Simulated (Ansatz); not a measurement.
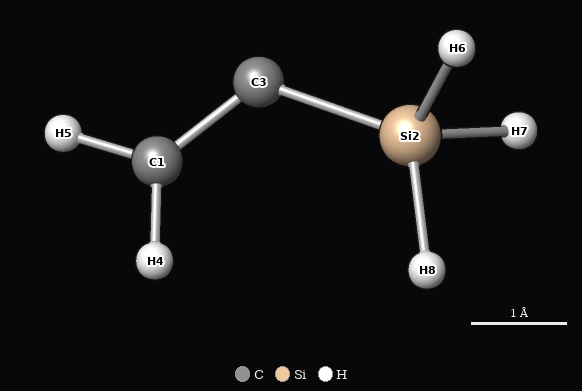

Fig. 1: The starting structure (ball-and-stick view, seen at a tilt; atoms are numbered from 1 in the order of the input). Bond lengths as drawn: C–C 1.36 Å, C–H 1.12 to 1.13 Å, C–Si 1.84 Å and H–Si 1.53 to 1.56 Å.

Geometry relaxation of C2H5Si (charge −1)

- system: C2H5Si, charge −1
- method: RKS PBE0-D4/def2-TZVPD (Ansatz 0.2.0)

Figures and captions count atoms from 1; the log counts them from 0 in places.

### Input
```yaml
crystal:
  periodic: [false, false, false]
  atoms:
    - {symbol: C, position_ang: [-0.830814, 1.033348, -0.878831]}
    - {symbol: Si, position_ang: [0.684809, -0.706921, 0.652981]}
    - {symbol: C, position_ang: [0.362952, 0.854452, -0.260806]}
    - {symbol: H, position_ang: [-1.690733, 0.304593, -0.896648]}
    - {symbol: H, position_ang: [-1.072019, 1.965560, -1.447512]}
    - {symbol: H, position_ang: [1.036903, -0.462581, 2.117234]}
    - {symbol: H, position_ang: [1.911701, -1.444959, 0.125829]}
    - {symbol: H, position_ang: [-0.375507, -1.849846, 0.752174]}
basis:
  gaussian: {orbitals: def2-TZVPD}
total_charge: -1
hamiltonian: {xc: pbe0, dispersion: d4}
relax: {f_tol: 0.005, max_steps: 200}
```

Run as:
```bash
ansatz run in.yaml --threads 2 --pin off --events-out ev --progress --plain --max-ram 4352MiB
```

### What the program printed
```
Functional definition: PBE0
  name "PBE0"
  cite "Adamo & Barone, J. Chem. Phys. 110, 6158 (1999) doi:10.1063/1.478522"
  cite "Perdew, Burke & Ernzerhof, Phys. Rev. Lett. 77, 3865 (1996) doi:10.1103/PhysRevLett.77.3865"
  parent pbe
  parameter a = 0.25
  parameter kappa = 0.804
  parameter beta = 0.06672455060314922
  exchange = (1 - a)*pbe_x(kappa = kappa, mu = beta*pi^2/3) + a*exact_x
  correlation = pbe_c(beta = beta)
899 factors; their error is unknown
mean field evaluation 1: about -10023.6551 eV, gradient 3.1e1 eV
mean field evaluation 2: about -10018.1040 eV, gradient 5.1e1 eV
mean field evaluation 4: about -10026.0978 eV, gradient 4.7e0 eV
mean field evaluation 8: about -10026.1516 eV, gradient 3.9e-2 eV
mean field -10026.15164863 eV, -368.4542771175 hartree, gradient 2.7e-5 eV, S^2 0.000000; 0 other end points of the search recorded, 0 dependent functions left out
the calculation of the forces begins
reference -10026.15168829 eV, -368.4542785751 hartree; 16, 16 occupied and 146, 146 virtual orbitals, 899 factors
relax step   1: F+E_penalty+E_count = -10026.29249079 eV  Δ(F+E_penalty+E_count) = +0.000e0 eV  max|allowed force component| = 7.196e-1 eV/Å  Δτ_max = 0.0000 Å  (27 SCF iters, accepted)
these checks for a lower state are left out or cut short: starts, cluster_reference, orbital_swaps, neighbouring_geometries, increment
899 factors; their error is unknown
mean field evaluation 16: about -10026.1716 eV, gradient 1.9e0 eV
mean field -10026.17901417 eV, -368.4552827825 hartree, gradient 1.1e-5 eV, S^2 0.000000; 0 other end points of the search recorded, 0 dependent functions left out
the calculation of the forces begins
reference -10026.17905379 eV, -368.4552842384 hartree; 16, 16 occupied and 146, 146 virtual orbitals, 899 factors
relax step   2: F+E_penalty+E_count = -10026.32056725 eV  Δ(F+E_penalty+E_count) = -2.808e-2 eV  max|allowed force component| = 1.600e-1 eV/Å  Δτ_max = 0.0298 Å  (34 SCF iters, accepted)
these checks for a lower state are left out or cut short: starts, cluster_reference, orbital_swaps, neighbouring_geometries, increment
899 factors; their error is unknown
mean field -10026.17734469 eV, -368.4552214303 hartree, gradient 1.1e-5 eV, S^2 0.000000; 0 other end points of the search recorded, 0 dependent functions left out
the calculation of the forces begins
reference -10026.17738424 eV, -368.4552228837 hartree; 16, 16 occupied and 146, 146 virtual orbitals, 899 factors
relax step   3: F+E_penalty+E_count = -10026.31915473 eV  Δ(F+E_penalty+E_count) = +1.413e-3 eV  max|allowed force component| = 2.101e-1 eV/Å  Δτ_max = 0.0258 Å  (33 SCF iters, rejected (line search))
these checks for a lower state are left out or cut short: starts, cluster_reference, orbital_swaps, neighbouring_geometries, increment
899 factors; their error is unknown
mean field evaluation 32: about -10026.1812 eV, gradient 2.8e-1 eV
mean field -10026.18133603 eV, -368.4553681094 hartree, gradient 1.0e-5 eV, S^2 0.000000; 0 other end points of the search recorded, 0 dependent functions left out
the calculation of the forces begins
reference -10026.18137561 eV, -368.4553695640 hartree; 16, 16 occupied and 146, 146 virtual orbitals, 899 factors
relax step   4: F+E_penalty+E_count = -10026.32305561 eV  Δ(F+E_penalty+E_count) = -2.488e-3 eV  max|allowed force component| = 7.276e-2 eV/Å  Δτ_max = 0.0128 Å  (34 SCF iters, accepted)
these checks for a lower state are left out or cut short: starts, cluster_reference, orbital_swaps, neighbouring_geometries, increment
899 factors; their error is unknown
mean field -10026.18140206 eV, -368.4553705359 hartree, gradient 1.0e-5 eV, S^2 0.000000; 0 other end points of the search recorded, 0 dependent functions left out
the calculation of the forces begins
reference -10026.18144157 eV, -368.4553719880 hartree; 16, 16 occupied and 146, 146 virtual orbitals, 899 factors
relax step   5: F+E_penalty+E_count = -10026.32330413 eV  Δ(F+E_penalty+E_count) = -2.485e-4 eV  max|allowed force component| = 3.271e-2 eV/Å  Δτ_max = 0.0178 Å  (33 SCF iters, accepted)
these checks for a lower state are left out or cut short: starts, cluster_reference, orbital_swaps, neighbouring_geometries, increment
899 factors; their error is unknown
mean field -10026.18130714 eV, -368.4553670478 hartree, gradient 1.0e-5 eV, S^2 0.000000; 0 other end points of the search recorded, 0 dependent functions left out
the calculation of the forces begins
reference -10026.18134663 eV, -368.4553684990 hartree; 16, 16 occupied and 146, 146 virtual orbitals, 899 factors
relax step   6: F+E_penalty+E_count = -10026.32330584 eV  Δ(F+E_penalty+E_count) = -1.706e-6 eV  max|allowed force component| = 2.606e-2 eV/Å  Δτ_max = 0.0096 Å  (34 SCF iters, accepted)
these checks for a lower state are left out or cut short: starts, cluster_reference, orbital_swaps, neighbouring_geometries, increment
899 factors; their error is unknown
mean field -10026.18145661 eV, -368.4553725406 hartree, gradient 1.1e-5 eV, S^2 0.000000; 0 other end points of the search recorded, 0 dependent functions left out
the calculation of the forces begins
reference -10026.18149611 eV, -368.4553739921 hartree; 16, 16 occupied and 146, 146 virtual orbitals, 899 factors
relax step   7: F+E_penalty+E_count = -10026.32341061 eV  Δ(F+E_penalty+E_count) = -1.048e-4 eV  max|allowed force component| = 7.569e-3 eV/Å  Δτ_max = 0.0053 Å  (35 SCF iters, accepted)
these checks for a lower state are left out or cut short: starts, cluster_reference, orbital_swaps, neighbouring_geometries, increment
899 factors; their error is unknown
mean field evaluation 64: about -10026.1815 eV, gradient 1.0e-5 eV
mean field -10026.18147171 eV, -368.4553730954 hartree, gradient 1.0e-5 eV, S^2 0.000000; 0 other end points of the search recorded, 0 dependent functions left out
the calculation of the forces begins
reference -10026.18151121 eV, -368.4553745471 hartree; 16, 16 occupied and 146, 146 virtual orbitals, 899 factors
relax step   8: F+E_penalty+E_count = -10026.32341788 eV  Δ(F+E_penalty+E_count) = -7.269e-6 eV  max|allowed force component| = 4.082e-3 eV/Å  Δτ_max = 0.0017 Å  (35 SCF iters, accepted)
```

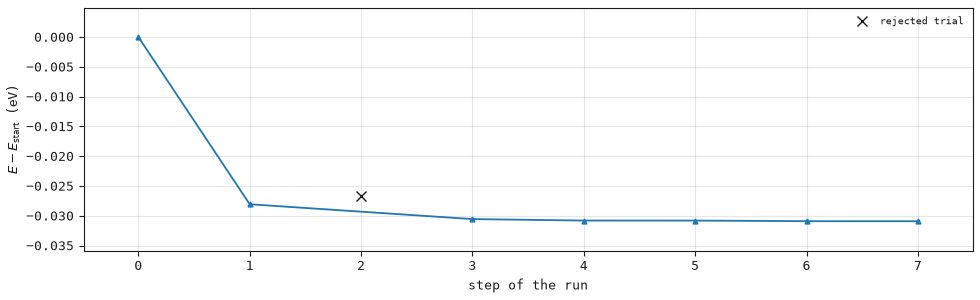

Fig. 2: Progress of the relaxation, step by step (the first geometry is step 0 here and step 1 in the log).

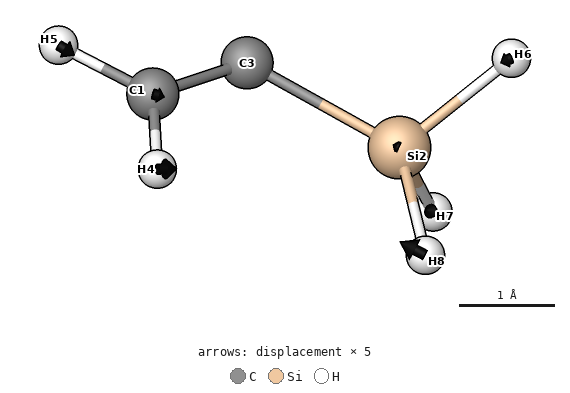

Fig. 3: The starting structure with the displacements as black arrows, magnified 5 times (ball-and-stick view, seen at a tilt). The two geometries are laid on each other by the best rigid fit. After 7 geometry steps the energy has fallen by 0.031 eV. The largest force component goes from 0.72 to 0.0041 eV/Å. The line search rejected the trial step at point 2 (counted from 0) and went back. H8 moves most after the best rigid fit: 0.063 Å. By element the largest moves are H 0.063 Å, C 0.027 Å, Si 0.016 Å. Distances before and after: Si2–H8 1.562 → 1.538 Å, Si2–C3 1.838 → 1.818 Å, C1–H4 1.127 → 1.110 Å, Si2–H6 1.526 → 1.509 Å. (Atoms are counted from 1 in the order of the input.)

```
899 factors; their error is unknown
mean field -10026.18147171 eV, -368.4553730954 hartree, gradient 5.3e-5 eV, S^2 0.000000; 1 other end points of the search recorded, 0 dependent functions left out
the calculation of the forces begins
reference -10026.18151121 eV, -368.4553745471 hartree; 16, 16 occupied and 146, 146 virtual orbitals, 899 factors
Total energy: -10026.32345738 eV, -368.4605909725 hartree
Atom 0 at    -0.818296     1.014906    -0.863272 Å, force     0.001450     0.004081    -0.001456 eV/Å
Atom 1 at     0.681188    -0.693990     0.644196 Å, force     0.001064     0.000022     0.000454 eV/Å
Atom 2 at     0.366228     0.851225    -0.259633 Å, force    -0.000663    -0.000547    -0.000114 eV/Å
Atom 3 at    -1.654666     0.284801    -0.870775 Å, force    -0.001439    -0.001232     0.000134 eV/Å
Atom 4 at    -1.069462     1.928958    -1.426717 Å, force     0.000390    -0.002171     0.001308 eV/Å
Atom 5 at     1.020984    -0.459883     2.095410 Å, force    -0.000350     0.000247    -0.000158 eV/Å
Atom 6 at     1.888519    -1.435207     0.125317 Å, force    -0.000123     0.000087    -0.000187 eV/Å
Atom 7 at    -0.387204    -1.797164     0.719894 Å, force    -0.000329    -0.000487     0.000018 eV/Å
Dipole moment:    -0.216276    -0.344709     0.075234 e Å
```

### Trajectory as extended XYZ (Å, eV, eV/Å), 8 frames, from step=1 to step=8
```
8
Properties=species:S:1:pos:R:3:forces:R:3 step=1 energy=-10026.29249
C    -0.8308    1.0333   -0.8788    0.2775  -0.1089   0.1874
Si    0.6848   -0.7069    0.6530   -0.0343  -0.0137  -0.0086
C     0.3630    0.8545   -0.2608   -0.7196  -0.1530  -0.2479
H    -1.6907    0.3046   -0.8966    0.4167   0.3263   0.0179
H    -1.0720    1.9656   -1.4475    0.1392  -0.4128   0.2651
H     1.0369   -0.4626    2.1172   -0.0670  -0.0281  -0.2638
H     1.9117   -1.4450    0.1258   -0.2206   0.1401   0.0838
H    -0.3755   -1.8498    0.7522    0.2082   0.2501  -0.0338
8
Properties=species:S:1:pos:R:3:forces:R:3 step=2 energy=-10026.32057
C    -0.8226    1.0221   -0.8656    0.0287  -0.0093  -0.0260
Si    0.6775   -0.7023    0.6473    0.0245   0.0797  -0.0312
C     0.3637    0.8519   -0.2602   -0.1600  -0.1384   0.0125
H    -1.6665    0.2939   -0.8830    0.1151   0.0980   0.0180
H    -1.0638    1.9415   -1.4323    0.0168  -0.1051   0.0736
H     1.0243   -0.4554    2.0987   -0.0172  -0.0225  -0.0573
H     1.8927   -1.4331    0.1211   -0.0531   0.0192   0.0282
H    -0.3781   -1.8250    0.7383    0.0452   0.0783  -0.0179
8
Properties=species:S:1:pos:R:3:forces:R:3 step=3 energy=-10026.31915 accepted=F
C    -0.8123    1.0065   -0.8834   -0.1104   0.1557   0.2101
Si    0.6808   -0.6967    0.6462   -0.0026   0.0423  -0.0491
C     0.3630    0.8480   -0.2618    0.0629  -0.0812  -0.0154
H    -1.6621    0.2934   -0.8716    0.0235  -0.0611  -0.0682
H    -1.0702    1.9381   -1.4142    0.0269  -0.0414  -0.0906
H     1.0194   -0.4575    2.0959    0.0034   0.0068   0.0095
H     1.8890   -1.4337    0.1262    0.0155  -0.0088   0.0030
H    -0.3803   -1.8045    0.7272   -0.0191  -0.0124   0.0007
8
Properties=species:S:1:pos:R:3:forces:R:3 step=4 energy=-10026.32306
C    -0.8217    1.0184   -0.8646    0.0123   0.0206  -0.0289
Si    0.6790   -0.6991    0.6459    0.0081   0.0567  -0.0195
C     0.3611    0.8488   -0.2593   -0.0054  -0.0728   0.0371
H    -1.6622    0.2937   -0.8801    0.0034  -0.0054   0.0121
H    -1.0630    1.9351   -1.4283   -0.0101  -0.0045   0.0073
H     1.0223   -0.4572    2.0950   -0.0002  -0.0047  -0.0012
H     1.8894   -1.4327    0.1231   -0.0028  -0.0015   0.0024
H    -0.3777   -1.8134    0.7328   -0.0052   0.0117  -0.0094
8
Properties=species:S:1:pos:R:3:forces:R:3 step=5 energy=-10026.32330
C    -0.8194    1.0160   -0.8635    0.0284  -0.0031   0.0006
Si    0.6802   -0.6950    0.6444    0.0063   0.0314  -0.0140
C     0.3655    0.8523   -0.2600   -0.0072  -0.0327   0.0190
H    -1.6537    0.2835   -0.8725   -0.0073   0.0167  -0.0050
H    -1.0678    1.9312   -1.4262   -0.0167  -0.0115   0.0009
H     1.0205   -0.4587    2.0952    0.0020  -0.0025  -0.0012
H     1.8874   -1.4351    0.1236    0.0007  -0.0001   0.0036
H    -0.3854   -1.8004    0.7234   -0.0061   0.0017  -0.0039
8
Properties=species:S:1:pos:R:3:forces:R:3 step=6 energy=-10026.32331
C    -0.8165    1.0145   -0.8622   -0.0090  -0.0021   0.0017
Si    0.6809   -0.6930    0.6438    0.0075  -0.0005   0.0159
C     0.3681    0.8545   -0.2569   -0.0197   0.0008  -0.0261
H    -1.6530    0.2845   -0.8677    0.0062  -0.0158   0.0040
H    -1.0719    1.9246   -1.4299    0.0182   0.0168   0.0065
H     1.0211   -0.4619    2.0954   -0.0003  -0.0019   0.0026
H     1.8878   -1.4351    0.1248   -0.0027   0.0015  -0.0025
H    -0.3893   -1.7944    0.7170   -0.0003   0.0012  -0.0020
8
Properties=species:S:1:pos:R:3:forces:R:3 step=7 energy=-10026.32341
C    -0.8180    1.0146   -0.8632    0.0061   0.0023   0.0012
Si    0.6810   -0.6937    0.6447    0.0028   0.0071  -0.0076
C     0.3666    0.8522   -0.2591   -0.0057  -0.0053   0.0035
H    -1.6537    0.2838   -0.8714   -0.0021  -0.0031   0.0019
H    -1.0700    1.9283   -1.4266    0.0011   0.0016  -0.0013
H     1.0220   -0.4605    2.0958   -0.0021   0.0001   0.0000
H     1.8877   -1.4350    0.1248    0.0003  -0.0014   0.0005
H    -0.3882   -1.7959    0.7195   -0.0005  -0.0012   0.0018
8
Properties=species:S:1:pos:R:3:forces:R:3 step=8 energy=-10026.32342
C    -0.8183    1.0149   -0.8633    0.0015   0.0041  -0.0015
Si    0.6812   -0.6940    0.6442    0.0011   0.0000   0.0005
C     0.3662    0.8512   -0.2596   -0.0007  -0.0005  -0.0001
H    -1.6547    0.2848   -0.8708   -0.0014  -0.0012   0.0001
H    -1.0695    1.9290   -1.4267    0.0004  -0.0022   0.0013
H     1.0210   -0.4599    2.0954   -0.0003   0.0002  -0.0002
H     1.8885   -1.4352    0.1253   -0.0001   0.0001  -0.0002
H    -0.3872   -1.7972    0.7199   -0.0003  -0.0005   0.0000
```

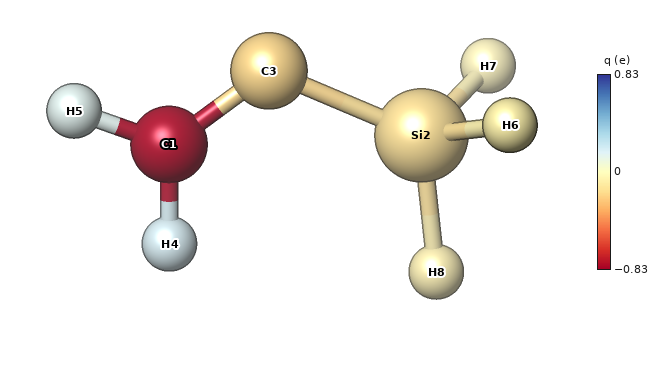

Fig. 4: Mulliken charges, as the colour of each atom (ball-and-stick view, seen at a tilt; atoms are numbered from 1 in the order of the input). By element: C −0.79 to −0.19, Si −0.16 and H −0.08 to +0.20 e.

### Key numbers

| quantity | value |
| --- | --- |
| outcome | converged |
| total energy | −10026.3235 eV |
| mean-field energy | −10026.1815 eV |
| dispersion energy | −0.1419 eV |
| SCF solution under orbital rotations | stable |
| largest force (length of the vector) at the end | 0.005 eV/Å |
| hardware | 2 threads of Intel Xeon, 11 GiB of memory available, shared host |
| wall time | 22 s (CPU time 38 s) |
| peak memory | 0.31 GiB |
